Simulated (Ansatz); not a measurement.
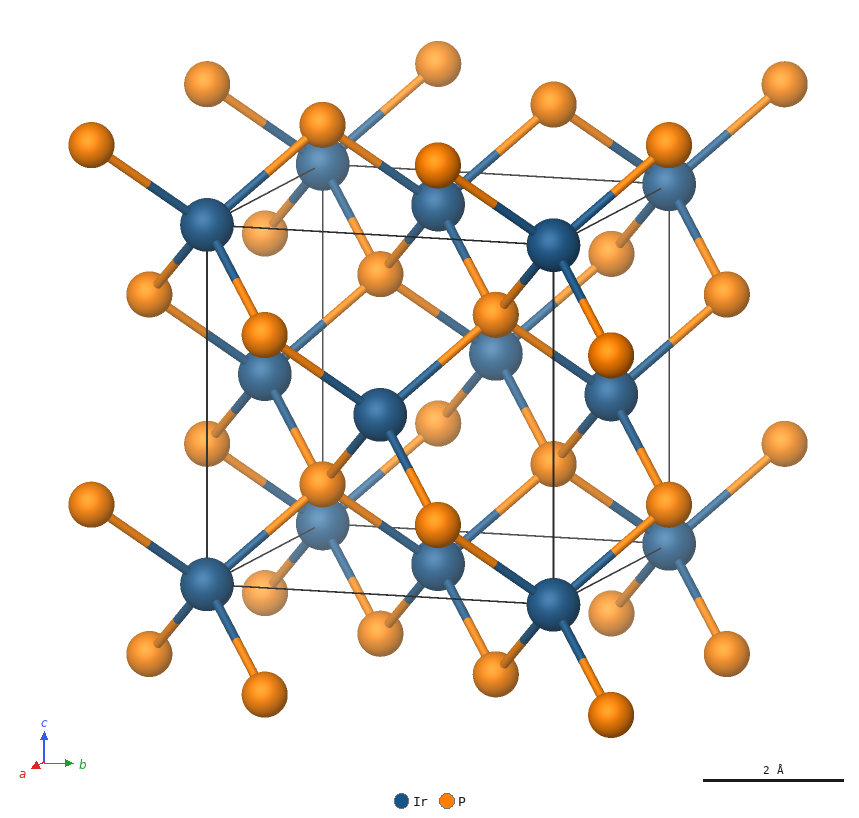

Shown here is a ball-and-stick view of the crystal, taken slightly off an axis. The parallelepiped is the conventional unit cell. Bonds that leave the box are completed with the atoms at their other ends.

PIr, zinc blende (sphalerite type), space group F-43m (No. 216), a = 5.252 Å, b = 5.252 Å, c = 5.252 Å, α = 90.00°, β = 90.00°, γ = 90.00°. Origin of the cell: a structure type filled with these elements by a generator (whether the compound takes this form wasn't checked). Earlier steps of the study, as a rule a relaxation of our own, may have changed the cell and positions, so they can lie some per cent off the listed ones. Ansatz was used for an electronic-structure calculation on it.

This one geometry was computed with Ansatz (DFT, plane waves, PAW) at five levels of theory: r2SCAN, LDA, PBE with spin-orbit coupling, PBEsol and PBE.

### Which level gives the highest pressure at this volume, and what does that say about its equilibrium volume?

Highest: PBE with spin-orbit coupling (0.3 GPa) and PBE (-0.1 GPa), which points to the largest equilibrium volume. Lowest, with the smallest volume: LDA (-8.2 GPa). Levels within 0.5 GPa of each other can't be told apart.

### How does the band gap change with the level of theory?

All levels give a metal.

### Collect the results in a table.

| level | cutoff (eV) | k-mesh of the run's cell | gap (eV) | pressure (GPa) |
| --- | --- | --- | --- | --- |
| r2SCAN | 500 | 12×12×12 | metal | -3.6 |
| LDA | 420 | 12×12×12 | metal | -8.2 |
| PBE with spin-orbit coupling | 420 | 12×12×12 | metal | 0.3 |
| PBEsol | 420 | 12×12×12 | metal | -5.3 |
| PBE | 420 | 12×12×12 | metal | -0.1 |

Gaps are taken on the k-mesh or band path of each run.
